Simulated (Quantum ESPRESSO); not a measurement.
# AlSi3 (Pm-3m): from the cell to the phonon bands

How does AlSi3 (Pm-3m) vibrate, and is this structure a minimum?

Calculated with Quantum ESPRESSO 7.5; DFT LDA, scalar-relativistic, plane waves, PseudoDojo norm-conserving pseudopotentials.

The structure was built from a prototype and need not be the compound's stable phase.

### 1. Starting point

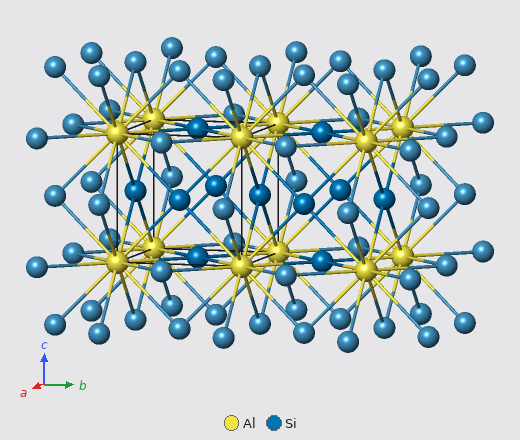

The starting structure, seen slightly off an axis (aluminium yellow, silicon blue). 1×2×1 cells are drawn. Some periodic images of atoms are drawn too.

### 2. A first look

Before anything dear is run, a loose run with smearing shows whether this is a metal and how far the cell is from rest.

probe.in reads:

```
&control
   calculation = 'scf'
   prefix = 'x'
   outdir = './tmp'
   pseudo_dir = './pseudo'
   tprnfor = .true.
   tstress = .true.
   verbosity = 'high'
/
&system
   ibrav = 1
   celldm(1) = 7.35835918
   nat = 4
   ntyp = 2
   ecutwfc = 32.0
   occupations = 'smearing'
   smearing = 'gaussian'
   degauss = 0.01
/
&electrons
   conv_thr = 1.0d-07
   mixing_beta = 0.7
   electron_maxstep = 100
/
ATOMIC_SPECIES
 Al     26.9815  Al.upf
 Si     28.0850  Si.upf
ATOMIC_POSITIONS crystal
 Al     0.000000000   0.000000000   0.000000000
 Si     0.000000000   0.500000000   0.500000000
 Si     0.500000000   0.000000000   0.500000000
 Si     0.500000000   0.500000000   0.000000000
K_POINTS automatic
 6 6 6 0 0 0
```

On the command line:

```bash
> OMP_NUM_THREADS=1 mpirun -n 4 pw.x -nk 4 -in probe.in > probe.out
```

The program printed:

```text
[banners, grids, parts of the stress and lines that vanish by symmetry left out]
Program PWSCF v.7.5
     bravais-lattice index     =            1
     lattice parameter (alat)  =       7.3584  a.u.
[...]
kinetic-energy cutoff     =      32.0000  Ry
     charge density cutoff     =     128.0000  Ry
     scf convergence threshold =      1.0E-07
[...]
Exchange-correlation= SLA  PW   NOGX NOGC
                           (   1   4   0   0   0   0   0)
[...]
48 Sym. Ops., with inversion, found
[...]
(     0          1          0      )
                  (     0          0          1      )
[...]
(  0.0000000  1.0000000  0.0000000 )
                  (  0.0000000  0.0000000  1.0000000 )
[...]
(     0         -1          0      )
                  (     0          0          1      )
[...]
(     1          0          0      )
[...]
( -1.0000000  0.0000000  0.0000000 )
                  (  0.0000000  1.0000000  0.0000000 )
[...]
number of k points=    20  Gaussian smearing, width (Ry)=  0.0100
[...]
End of self-consistent calculation
[...]
the Fermi energy is     9.8836 ev
!    total energy              =     -30.20414008 Ry
[...]
convergence has been achieved in   5 iterations
[...]
atom    1 type  1   force =     0.00000000    0.00000000    0.00000000
     atom    2 type  2   force =     0.00000000    0.00000000    0.00000000
     atom    3 type  2   force =     0.00000000    0.00000000    0.00000000
     atom    4 type  2   force =     0.00000000    0.00000000    0.00000000
[...]
Total force =     0.000000     Total SCF correction =     0.000000
[...]
total   stress  (Ry/bohr**3)                   (kbar)     P=      -29.60
[...]
XML data file, charge density, pseudopotentials, collected wavefunctions

   JOB DONE.
```

Run time: 1.7 s. Hardware: 4 MPI ranks of Arm Neoverse V1, shared host; 6.6 s of CPU time.

Numbers from this step:

| Property | Result |
| --- | --- |
| volume per atom | 14.76 Å³ |
| pressure | -2.960 GPa |
| gap on the k-mesh | 0 eV |

No gap opens on this mesh, so smearing is kept; the start stands at -3.0 GPa.

### 3. Relaxing the cell and atoms

The harmonic expansion starts where the forces on the atoms vanish, and stress shifts the frequencies, so cell and atoms are relaxed with tight thresholds.

relax.in reads:

```
&control
   calculation = 'vc-relax'
   prefix = 'x'
   outdir = './tmp'
   pseudo_dir = './pseudo'
   tprnfor = .true.
   tstress = .true.
   forc_conv_thr = 2.0d-05
   etot_conv_thr = 1.0d-07
   nstep = 40
/
&system
   ibrav = 1
   celldm(1) = 7.35835918
   nat = 4
   ntyp = 2
   ecutwfc = 32.0
   occupations = 'smearing'
   smearing = 'mv'
   degauss = 0.02
/
&electrons
   conv_thr = 1.0d-11
   mixing_beta = 0.7
   electron_maxstep = 100
/
&ions
/
&cell
   press_conv_thr = 0.2
/
ATOMIC_SPECIES
 Al     26.9815  Al.upf
 Si     28.0850  Si.upf
ATOMIC_POSITIONS crystal
 Al     0.000000000   0.000000000   0.000000000
 Si     0.000000000   0.500000000   0.500000000
 Si     0.500000000   0.000000000   0.500000000
 Si     0.500000000   0.500000000   0.000000000
K_POINTS automatic
 8 8 8 0 0 0
```

On the command line:

```bash
> OMP_NUM_THREADS=1 mpirun -n 4 pw.x -nk 4 -in relax.in > relax.out
```

The program printed:

```text
[banners, grids, parts of the stress and lines that vanish by symmetry left out]
[banner, memory and clock lines left out]
Program PWSCF v.7.5

[...]
kinetic-energy cutoff     =      32.0000  Ry
     charge density cutoff     =     128.0000  Ry
     scf convergence threshold =      1.0E-11
[...]
energy convergence thresh.=      1.0E-07
     force convergence thresh. =      2.0E-05
     press convergence thresh. =      2.0E-01
     Exchange-correlation= SLA  PW   NOGX NOGC
                           (   1   4   0   0   0   0   0)
[...]
48 Sym. Ops., with inversion, found
[...]
number of k points=    35  Marzari-Vanderbilt smearing, width (Ry)=  0.0200
[...]
End of self-consistent calculation
[...]
the Fermi energy is     9.9894 ev
!    total energy              =     -30.21171908 Ry
[...]
convergence has been achieved in   9 iterations
[...]
atom    1 type  1   force =     0.00000000    0.00000000    0.00000000
     atom    2 type  2   force =     0.00000000    0.00000000    0.00000000
     atom    3 type  2   force =     0.00000000    0.00000000    0.00000000
     atom    4 type  2   force =     0.00000000    0.00000000    0.00000000
     Total force =     0.000000     Total SCF correction =     0.000000
[...]
total   stress  (Ry/bohr**3)                   (kbar)     P=      -29.53
[...]
number of bfgs steps    =   0
[...]
CELL_PARAMETERS (alat=  7.35835918)
[...]
ATOMIC_POSITIONS (crystal)
Al               0.0000000000        0.0000000000        0.0000000000
Si               0.0000000000        0.5000000000        0.5000000000
Si               0.5000000000        0.0000000000        0.5000000000
Si               0.5000000000        0.5000000000        0.0000000000
[...]
New effective cutoffs (rho, wfc):  128.15   32.31
[...]
End of self-consistent calculation
[...]
the Fermi energy is    10.1851 ev
!    total energy              =     -30.21266946 Ry
[...]
convergence has been achieved in   5 iterations
[...]
atom    1 type  1   force =     0.00000000    0.00000000    0.00000000
     atom    2 type  2   force =     0.00000000    0.00000000    0.00000000
     atom    3 type  2   force =     0.00000000    0.00000000    0.00000000
     atom    4 type  2   force =     0.00000000    0.00000000    0.00000000
     Total force =     0.000000     Total SCF correction =     0.000000
[...]
total   stress  (Ry/bohr**3)                   (kbar)     P=      -17.15
[...]
number of bfgs steps    =   1
[...]
CELL_PARAMETERS (alat=  7.35835918)
[...]
ATOMIC_POSITIONS (crystal)
[...]
New effective cutoffs (rho, wfc):  129.92   32.76
[...]
End of self-consistent calculation
[...]
the Fermi energy is    10.4546 ev
!    total energy              =     -30.21311540 Ry
[...]
convergence has been achieved in   8 iterations
[...]
atom    1 type  1   force =     0.00000000    0.00000000    0.00000000
     atom    2 type  2   force =     0.00000000    0.00000000    0.00000000
     atom    3 type  2   force =     0.00000000    0.00000000    0.00000000
     atom    4 type  2   force =     0.00000000    0.00000000    0.00000000
     Total force =     0.000000     Total SCF correction =     0.000000
[...]
total   stress  (Ry/bohr**3)                   (kbar)     P=        1.01
[...]
number of bfgs steps    =   2
[...]
CELL_PARAMETERS (alat=  7.35835918)
[...]
ATOMIC_POSITIONS (crystal)
[...]
New effective cutoffs (rho, wfc):  129.82   32.73
[...]
End of self-consistent calculation
[...]
the Fermi energy is    10.4396 ev
!    total energy              =     -30.21311686 Ry
[...]
convergence has been achieved in   5 iterations
[...]
atom    1 type  1   force =     0.00000000    0.00000000    0.00000000
     atom    2 type  2   force =     0.00000000    0.00000000    0.00000000
     atom    3 type  2   force =     0.00000000    0.00000000    0.00000000
     atom    4 type  2   force =     0.00000000    0.00000000    0.00000000
     Total force =     0.000000     Total SCF correction =     0.000000
[...]
total   stress  (Ry/bohr**3)                   (kbar)     P=       -0.03
[...]
number of bfgs steps    =   3
[...]
small trust_radius: resetting bfgs history
[...]
CELL_PARAMETERS (alat=  7.35835918)
[...]
ATOMIC_POSITIONS (crystal)
[...]
New effective cutoffs (rho, wfc):  129.82   32.73
[...]
End of self-consistent calculation
[...]
the Fermi energy is    10.4398 ev
!    total energy              =     -30.21311686 Ry
[...]
convergence has been achieved in   3 iterations
[...]
atom    1 type  1   force =     0.00000000    0.00000000    0.00000000
     atom    2 type  2   force =     0.00000000    0.00000000    0.00000000
     atom    3 type  2   force =     0.00000000    0.00000000    0.00000000
     atom    4 type  2   force =     0.00000000    0.00000000    0.00000000
     Total force =     0.000000     Total SCF correction =     0.000000
[...]
total   stress  (Ry/bohr**3)                   (kbar)     P=       -0.02
[...]
bfgs converged in   5 scf cycles and   4 bfgs steps
[...]
End of BFGS Geometry Optimization
     Final enthalpy           =     -30.2131168598 Ry
     File ./tmp/x.bfgs deleted, as requested
[...]
CELL_PARAMETERS (alat=  7.35835918)
[...]
ATOMIC_POSITIONS (crystal)
[...]
Si               0.5000000000        0.0000000000        0.5000000000
Si               0.5000000000        0.5000000000        0.0000000000
[...]
Final scf calculation at the relaxed structure.
[...]
kinetic-energy cutoff     =      32.0000  Ry
     charge density cutoff     =     128.0000  Ry
     scf convergence threshold =      1.0E-13
[...]
press convergence thresh. =      2.0E-01
     Exchange-correlation= SLA  PW   NOGX NOGC
                           (   1   4   0   0   0   0   0)
[...]
48 Sym. Ops., with inversion, found
[...]
number of k points=    35  Marzari-Vanderbilt smearing, width (Ry)=  0.0200
[...]
c_bands:  1 eigenvalues not converged
     c_bands:  1 eigenvalues not converged
[...]
End of self-consistent calculation
[...]
the Fermi energy is    10.4399 ev
!    total energy              =     -30.21304055 Ry
[...]
convergence has been achieved in  10 iterations
[...]
atom    1 type  1   force =     0.00000000    0.00000000    0.00000000
     atom    2 type  2   force =     0.00000000    0.00000000    0.00000000
     atom    3 type  2   force =     0.00000000    0.00000000    0.00000000
     atom    4 type  2   force =     0.00000000    0.00000000    0.00000000
     Total force =     0.000000     Total SCF correction =     0.000000
[...]
total   stress  (Ry/bohr**3)                   (kbar)     P=       -0.13
[...]
XML data file, charge density, pseudopotentials, collected wavefunctions
```

Elapsed: 13 s, on 4 MPI ranks; 50 s of CPU time.

Step by step:

| step | energy less that of the first step (eV) | largest force (eV/Å) | pressure (GPa) | volume (Å³) |
| --- | --- | --- | --- | --- |
| 1 | 0.0000 | 0.0000 | -2.95 | 59.04 |
| 2 | -0.0129 | 0.0000 | -1.71 | 58.16 |
| 3 | -0.0190 | 0.0000 | 0.10 | 56.97 |
| 4 | -0.0190 | 0.0000 | 0.00 | 57.04 |
| 5 | -0.0190 | 0.0000 | 0.00 | 57.04 |
| 6 | -0.0180 | 0.0000 | -0.01 | 57.04 |

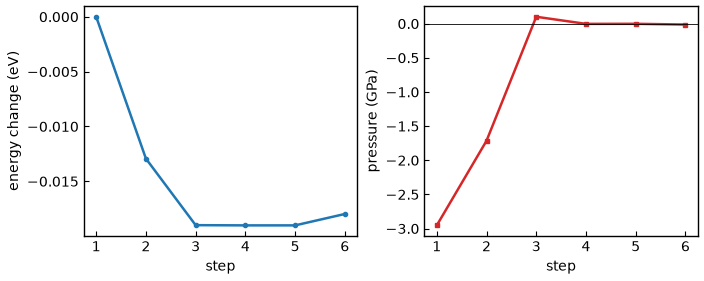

Energy and pressure along the relaxation.

| conventional cell, symmetrised | before | after | change |
| --- | --- | --- | --- |
| a (Å) | 3.894 | 3.849 | -1.1 % |
| b (Å) | 3.894 | 3.849 | -1.1 % |
| c (Å) | 3.894 | 3.849 | -1.1 % |
| volume (Å³/atom) | 14.76 | 14.26 | -3.4 % |

The relaxed structure:

```cif
data_structure
_symmetry_space_group_name_H-M 'P 1'
_symmetry_Int_Tables_number 1
_cell_length_a 3.8493
_cell_length_b 3.8493
_cell_length_c 3.8493
_cell_angle_alpha 90.000
_cell_angle_beta 90.000
_cell_angle_gamma 90.000
_cell_volume 57.04
loop_
_atom_site_label
_atom_site_type_symbol
_atom_site_fract_x
_atom_site_fract_y
_atom_site_fract_z
_atom_site_occupancy
Al1 Al 0.00000 0.00000 0.00000 1
Si2 Si 0.00000 0.50000 0.50000 1
Si3 Si 0.50000 0.00000 0.50000 1
Si4 Si 0.50000 0.50000 0.00000 1
```

The last row of the table of steps is pw.x's closing run on a basis chosen anew for the final cell, so its energy can jump.

Read from the output:

* volume per atom: 14.26 Å³
* pressure: -0.01300 GPa

The volume changes by -3.4 % from the cell with which this run began.

### 4. Ground state

The response is built on this ground state, so it is converged far tighter than an energy would need. Smearing stays on, as the first look found no gap above 0.3 eV.

scf.in reads:

```
&control
   calculation = 'scf'
   prefix = 'x'
   outdir = './tmp'
   pseudo_dir = './pseudo'
   tprnfor = .true.
   tstress = .true.
/
&system
   ibrav = 1
   celldm(1) = 7.27420855
   nat = 4
   ntyp = 2
   ecutwfc = 32.0
   occupations = 'smearing'
   smearing = 'mv'
   degauss = 0.02
/
&electrons
   conv_thr = 1.0d-12
   mixing_beta = 0.7
   electron_maxstep = 100
/
ATOMIC_SPECIES
 Al     26.9815  Al.upf
 Si     28.0850  Si.upf
ATOMIC_POSITIONS crystal
 Al     0.000000000   0.000000000   0.000000000
 Si     0.000000000   0.500000000   0.500000000
 Si     0.500000000   0.000000000   0.500000000
 Si     0.500000000   0.500000000   0.000000000
K_POINTS automatic
 8 8 8 0 0 0
```

On the command line:

```bash
> OMP_NUM_THREADS=1 mpirun -n 4 pw.x -nk 4 -in scf.in > scf.out
```

The program printed:

```text
[banners, grids, parts of the stress and lines that vanish by symmetry left out]
[banner, memory and clock lines left out]
Program PWSCF v.7.5

[...]
kinetic-energy cutoff     =      32.0000  Ry
     charge density cutoff     =     128.0000  Ry
     scf convergence threshold =      1.0E-12
[...]
Exchange-correlation= SLA  PW   NOGX NOGC
                           (   1   4   0   0   0   0   0)
[...]
48 Sym. Ops., with inversion, found
[...]
number of k points=    35  Marzari-Vanderbilt smearing, width (Ry)=  0.0200
[...]
End of self-consistent calculation
[...]
the Fermi energy is    10.4399 ev
!    total energy              =     -30.21304055 Ry
[...]
convergence has been achieved in   9 iterations
[...]
atom    1 type  1   force =     0.00000000    0.00000000    0.00000000
     atom    2 type  2   force =     0.00000000    0.00000000    0.00000000
     atom    3 type  2   force =     0.00000000    0.00000000    0.00000000
     atom    4 type  2   force =     0.00000000    0.00000000    0.00000000
     Total force =     0.000000     Total SCF correction =     0.000000
[...]
total   stress  (Ry/bohr**3)                   (kbar)     P=       -0.13
[...]
XML data file, charge density, pseudopotentials, collected wavefunctions
```

The job ended after 3.4 s (4 MPI ranks).

The cell stands at -0.013 GPa, close enough for phonons.

[end of part 1 of 3]

[Host names and launcher messages were left out of these logs when they were recorded.]

[Logs are printed without paths, hosts, clocks, repeated set-up lines and the standing remarks that a program may print on its own settings, such as how far it seeks lower states.]

[Hosts, paths, dates, database ids (printed as entryN), source tags and the programs' standing remarks are cut or masked in the printed files.]
